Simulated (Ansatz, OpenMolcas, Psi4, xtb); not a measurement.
# A ladder of methods for C3H9In (SMILES [CH3][In]([CH3])[CH3])

C3H9In: 13 atoms, total charge 0, spin state singlet. As SMILES, `[CH3][In]([CH3])[CH3]`. Geometry: relaxed at PBE0-D4/def2-TZVP.

```xyz
13

C    -0.5062    1.8979   -0.9028
In    0.0079   -0.0033   -0.0069
C     1.4753   -0.0886    1.5810
C    -0.9566   -1.8182   -0.6832
H     0.3294    2.5980   -0.8537
H    -1.3449    2.3394   -0.3570
H    -0.8115    1.7770   -1.9433
H     1.2764   -0.9182    2.2612
H     1.5007    0.8425    2.1493
H     2.4672   -0.2427    1.1466
H    -1.2547   -1.7439   -1.7301
H    -1.8587   -1.9908   -0.0893
H    -0.3040   -2.6837   -0.5571
```

Each level gives the vertical ionisation energy (to the doublet cation) (eV). The values are calculated.

| level | kind | program | value (eV) | less CCSD(T)/def2-SVP |
| --- | --- | --- | --- | --- |
| GFN1-xTB | semi-empirical | xtb | 13.08 | +4.15 |
| HF/def2-SVP (core potential) | Hartree–Fock | Ansatz | 8.23 | -0.70 |
| SVWN5/def2-SVP (core potential) | LDA | Ansatz | 8.89 | -0.04 |
| revPBE/def2-SVP (core potential) | GGA | Ansatz | 8.60 | -0.33 |
| r2SCAN/def2-SVP (core potential) | meta-GGA | OpenMolcas | 8.75 | -0.18 |
| M06-2X/def2-SVP (core potential) | hybrid meta-GGA | OpenMolcas | 9.08 | +0.15 |
| wB97X-V/def2-SVP (core potential) | range-separated hybrid | Psi4 | 9.14 | +0.21 |
| MP2/def2-SVP (core potential) | perturbation theory | Ansatz | 9.13 | +0.20 |
| CCSD(T)/def2-SVP (core potential) | coupled cluster or CI | Ansatz | 8.93 | 0.00 |

CCSD(T)/def2-SVP (core potential) is the highest level here, not the true value. Spin-orbit coupling, which can split open shells on such heavy atoms by tenths of an eV, is left out. The values span 8.23 to 13.08 eV. The xTB values lack the empirical shift that such differences need. Spin contamination of the reference (⟨S²⟩ at least 0.1 too high) touches HF/def2-SVP, MP2/def2-SVP, CCSD(T)/def2-SVP. In the correlated wave-function rows the outer d shell of In is correlated, in sets not made for it.

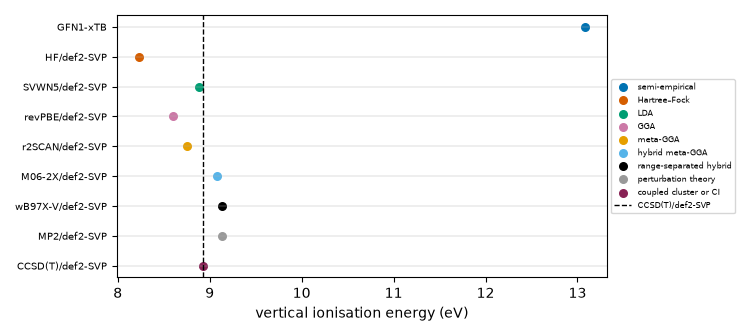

The values of the table, level by level.
